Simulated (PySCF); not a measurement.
# C3H6BNO2: the cost of one run

Programs: PySCF 2.14.0, with density-fitted response routines of our own. Each step states its level of theory. These are calculated values for one molecule in the gas phase, unless marked as measured. Atoms count from 0, in the outputs and in this text.

## (1) The molecule as given

13 atoms, charge 0, multiplicity 1; geometry from: GFN2-xTB.

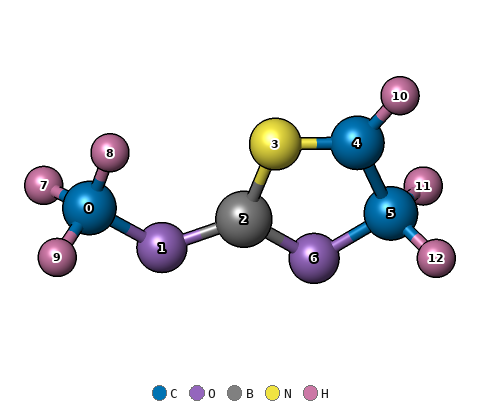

The starting geometry (carbon blue, oxygen purple, boron grey, nitrogen yellow, hydrogen pink), atoms numbered; sticks join atoms by distance.

## (2) Ultraviolet spectrum: CAM-B3LYP/def2-SVPD

What the job is given:

```
{"job": {"kind": "uv", "xc": "CAM-B3LYP", "basis": "def2-SVPD", "nstates": 8, "ntriplets": 3}, "charge": 0, "multiplicity": 1}
C      2.520043     0.134425    -0.237577
O      1.424421    -0.630414    -0.693542
B      0.163404    -0.327187    -0.396007
N     -0.341714     0.813738     0.435284
C     -1.595604     0.685277     0.431114
C     -2.086725    -0.499448    -0.362692
O     -0.899026    -1.077857    -0.847095
H      3.172722    -0.516471     0.348065
H      2.189234     0.974850     0.374240
H      3.066765     0.503413    -1.107952
H     -2.262548     1.358993     0.948385
H     -2.628461    -1.219010     0.261010
H     -2.726899    -0.199822    -1.199695
```

With the program's defaults for keys left out, this is: TDDFT CAM-B3LYP/def2-SVPD, vertical, gas phase, core orbitals frozen in the response.

Started as:

```sh
$ OMP_NUM_THREADS=1 python probes_run.py task.json out
```

One launch serves the whole session: the jobs run in the order shown.

Q: Estimate the wall time and peak memory of this first job on 1 thread of Arm Neoverse N1, shared host.

About 61 s, with a peak of 0.85 GiB.
